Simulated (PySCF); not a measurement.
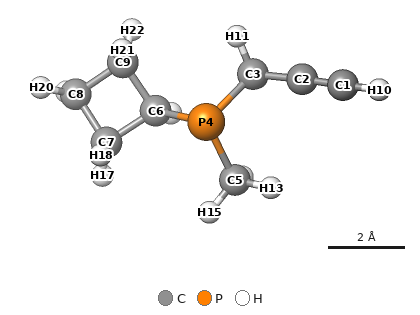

Fig. 1: The structure as given in the input (ball-and-stick view, seen at a tilt; atoms are numbered from 1 in the order of the input).

## C₈H₁₃P: a changed input and its effect

System: C₈H₁₃P, SMILES C#CCP(C)C1CCC1.
Method of the first run: GIAO PBE0/pcSseg-1 NMR shielding, non-relativistic, IEF-PCM acetone (PySCF 2.14.0).

The geometry comes from this level: PBE0-D3(BJ)/def2-SVP. Text and figures count atoms from 1; the logs count them from 0 in places.

**Input file, the first run**
```
{"job": {"kind": "nmr", "xc": "PBE0", "basis": "pcSseg-1", "solvent": "acetone", "pop": true}, "charge": 0, "multiplicity": 1}
C      4.345210     0.109595    -0.397230
C      3.180232    -0.169423    -0.580371
C      1.773983    -0.476346    -0.753341
P      0.670310     0.717382     0.188447
C      1.097371     0.207081     1.911159
C     -0.924187    -0.193726    -0.027950
C     -2.192711     0.435227     0.593472
C     -2.965600     0.048071    -0.681264
C     -1.616590    -0.109097    -1.407615
H      5.381027     0.351662    -0.249485
H      1.497069    -0.401846    -1.818800
H      1.565562    -1.512899    -0.433063
H      2.132756     0.508350     2.129415
H      1.000237    -0.879643     2.068249
H      0.435064     0.730737     2.617037
H     -0.815159    -1.245515     0.291490
H     -2.539920     0.030636     1.555877
H     -2.090009     1.528308     0.691630
H     -3.481046    -0.917895    -0.567162
H     -3.683384     0.777173    -1.086383
H     -1.332052     0.812169    -1.942058
H     -1.490914    -0.961468    -2.092146
```

The first line tells a small driver script what to run in PySCF; the rest is the geometry in Å.

Launched with:
```bash
OMP_NUM_THREADS=1 python <driver script> task.json out
```

Hardware: 1 CPU thread, shared host.

**Output (the first run)**
```
coarse grid: 18376 points
cycle   1  E = -653.2583300256  dE =  9.252e-01  |g| = 4.629e-01  |ddm| = 4.385e+00
cycle   2  E = -653.2566855212  dE =  1.645e-03  |g| = 4.781e-01  |ddm| = 9.650e-01
cycle   3  E = -653.3150068694  dE = -5.832e-02  |g| = 6.722e-02  |ddm| = 4.556e-01
cycle   4  E = -653.3158021172  dE = -7.952e-04  |g| = 3.689e-02  |ddm| = 9.146e-02
cycle   5  E = -653.3161030568  dE = -3.009e-04  |g| = 1.425e-02  |ddm| = 3.486e-02
cycle   6  E = -653.3161503818  dE = -4.733e-05  |g| = 3.059e-03  |ddm| = 1.254e-02
cycle   7  E = -653.3161526764  dE = -2.295e-06  |g| = 7.806e-04  |ddm| = 3.734e-03
final grid: 171432 points
cycle   8  E = -653.3745573650  dE = -4.931e-05  |g| = 9.705e-03  |ddm| = 5.662e-02
cycle   9  E = -653.3745479876  dE =  9.377e-06  |g| = 1.163e-02  |ddm| = 1.833e-02
cycle  10  E = -653.3745818150  dE = -3.383e-05  |g| = 7.656e-04  |ddm| = 1.001e-02
cycle  11  E = -653.3745819262  dE = -1.111e-07  |g| = 3.688e-04  |ddm| = 8.743e-04
cycle  12  E = -653.3745819549  dE = -2.877e-08  |g| = 1.496e-04  |ddm| = 3.334e-04
cycle  13  E = -653.3745819604  dE = -5.431e-09  |g| = 3.525e-05  |ddm| = 1.483e-04
cycle  14  E = -653.3745819607  dE = -3.126e-10  |g| = 8.715e-06  |ddm| = 4.231e-05
converged SCF energy = -653.3745819607

GIAO shielding tensors (ppm)
atom      isotropic    diamagn.    paramagn.     s11        s22        s33       span
  0 C      109.355     257.380    -148.025     34.918     37.407    255.740    220.822
  1 C       98.326     258.186    -159.860     -2.815      2.747    295.047    297.862
  2 C      165.531     254.996     -89.465    149.738    168.565    178.290     28.552
  3 P      351.880     967.687    -615.806    293.254    362.336    400.051    106.798
  4 C      172.768     254.187     -81.419    159.827    167.870    190.608     30.781
  5 C      145.673     251.700    -106.027    130.075    142.762    164.181     34.107
  6 C      157.417     248.846     -91.429    143.627    152.019    176.607     32.980
  7 C      161.855     254.385     -92.530    148.890    162.418    174.257     25.367
  8 C      157.443     248.304     -90.861    144.110    151.493    176.728     32.618
  9 H       29.036      32.784      -3.748     23.497     23.696     39.915     16.418
 10 H       28.875      29.477      -0.603     22.618     29.858     34.147     11.529
 11 H       29.255      30.567      -1.312     23.726     30.087     33.952     10.227
 12 H       29.894      30.516      -0.622     24.836     28.131     36.714     11.879
 13 H       30.465      31.777      -1.312     26.710     28.034     36.650      9.940
 14 H       30.107      31.072      -0.966     25.356     28.099     36.865     11.509
 15 H       29.120      34.076      -4.956     26.029     30.223     31.108      5.079
 16 H       29.312      30.328      -1.017     25.214     27.070     35.651     10.437
 17 H       29.446      31.042      -1.596     26.184     29.027     33.128      6.944
 18 H       29.113      29.999      -0.886     26.237     26.354     34.748      8.511
 19 H       29.378      28.834       0.544     25.353     25.988     36.793     11.440
 20 H       29.470      31.040      -1.570     26.145     29.312     32.952      6.807
 21 H       29.370      30.448      -1.078     25.153     27.475     35.481     10.328
```

For the second run the input was changed thus:
```diff
-"solvent": "acetone"
-"pop": true
+"solvent": "methanol"
+"pop": false
```

Predict how the results change.

The total energy of the second run is 0.17 kcal/mol lower: the change of the electrostatic solvation energy at this fixed geometry, without cavity or dispersion terms. The dipole moment goes from 2.46 to 2.49 D. Of all shieldings, the largest change is that of C2, by −0.1 ppm. The number of SCF iterations is the same.

**Output (the second run)**
```
coarse grid: 18376 points
cycle   1  E = -653.2586537764  dE =  9.249e-01  |g| = 4.627e-01  |ddm| = 4.385e+00
cycle   2  E = -653.2570753183  dE =  1.578e-03  |g| = 4.776e-01  |ddm| = 9.643e-01
cycle   3  E = -653.3152900840  dE = -5.821e-02  |g| = 6.708e-02  |ddm| = 4.543e-01
cycle   4  E = -653.3160831722  dE = -7.931e-04  |g| = 3.674e-02  |ddm| = 9.118e-02
cycle   5  E = -653.3163817742  dE = -2.986e-04  |g| = 1.418e-02  |ddm| = 3.475e-02
cycle   6  E = -653.3164286265  dE = -4.685e-05  |g| = 3.047e-03  |ddm| = 1.250e-02
cycle   7  E = -653.3164309057  dE = -2.279e-06  |g| = 7.769e-04  |ddm| = 3.763e-03
final grid: 171432 points
cycle   8  E = -653.3748333053  dE = -4.932e-05  |g| = 9.699e-03  |ddm| = 5.661e-02
cycle   9  E = -653.3748239880  dE =  9.317e-06  |g| = 1.162e-02  |ddm| = 1.829e-02
cycle  10  E = -653.3748577348  dE = -3.375e-05  |g| = 7.604e-04  |ddm| = 9.976e-03
cycle  11  E = -653.3748578444  dE = -1.097e-07  |g| = 3.657e-04  |ddm| = 8.689e-04
cycle  12  E = -653.3748578727  dE = -2.827e-08  |g| = 1.490e-04  |ddm| = 3.316e-04
cycle  13  E = -653.3748578781  dE = -5.391e-09  |g| = 3.513e-05  |ddm| = 1.474e-04
cycle  14  E = -653.3748578784  dE = -3.049e-10  |g| = 8.725e-06  |ddm| = 4.225e-05
converged SCF energy = -653.3748578784

GIAO shielding tensors (ppm)
atom      isotropic    diamagn.    paramagn.     s11        s22        s33       span
  0 C      109.360     257.349    -147.989     34.905     37.388    255.786    220.881
  1 C       98.238     258.235    -159.997     -2.941      2.616    295.038    297.980
  2 C      165.589     254.989     -89.400    149.788    168.628    178.351     28.562
  3 P      351.883     967.709    -615.827    293.302    362.211    400.134    106.832
  4 C      172.812     254.187     -81.375    159.911    167.888    190.638     30.727
  5 C      145.708     251.675    -105.967    130.066    142.833    164.226     34.160
  6 C      157.417     248.854     -91.437    143.624    152.017    176.611     32.987
  7 C      161.881     254.398     -92.517    148.925    162.434    174.284     25.359
  8 C      157.437     248.305     -90.868    144.100    151.482    176.728     32.628
  9 H       29.023      32.778      -3.755     23.479     23.677     39.912     16.433
 10 H       28.869      29.471      -0.602     22.608     29.851     34.149     11.541
 11 H       29.238      30.554      -1.315     23.705     30.064     33.947     10.242
 12 H       29.902      30.521      -0.619     24.842     28.140     36.722     11.880
 13 H       30.450      31.767      -1.316     26.689     28.019     36.643      9.954
 14 H       30.103      31.067      -0.965     25.347     28.096     36.865     11.518
 15 H       29.102      34.060      -4.958     26.001     30.208     31.098      5.097
 16 H       29.307      30.325      -1.018     25.208     27.066     35.647     10.439
 17 H       29.449      31.047      -1.598     26.186     29.033     33.129      6.944
 18 H       29.110      29.995      -0.884     26.233     26.351     34.748      8.515
 19 H       29.380      28.836       0.544     25.355     25.990     36.794     11.439
 20 H       29.472      31.044      -1.571     26.147     29.318     32.953      6.806
 21 H       29.364      30.443      -1.079     25.147     27.470     35.476     10.330
```

**The two runs side by side**

```tsv
quantity	the first run	the second run
outcome	converged	converged
total energy (hartree)	−653.374582	−653.374858
HOMO (eV)	−6.71	−6.71
LUMO (eV)	0.71	0.71
dipole moment (D)	2.46	2.49
shielding of C2 (ppm)	98.3	98.2
shielding of C3 (ppm)	165.5	165.6
shielding of C5 (ppm)	172.8	172.8
shielding of C6 (ppm)	145.7	145.7
shielding of C8 (ppm)	161.9	161.9
shielding of H12 (ppm)	29.3	29.2
shielding of H16 (ppm)	29.1	29.1
SCF iterations	14	14
basis functions	225	225
wall time (shared host)	44 s	42 s
```
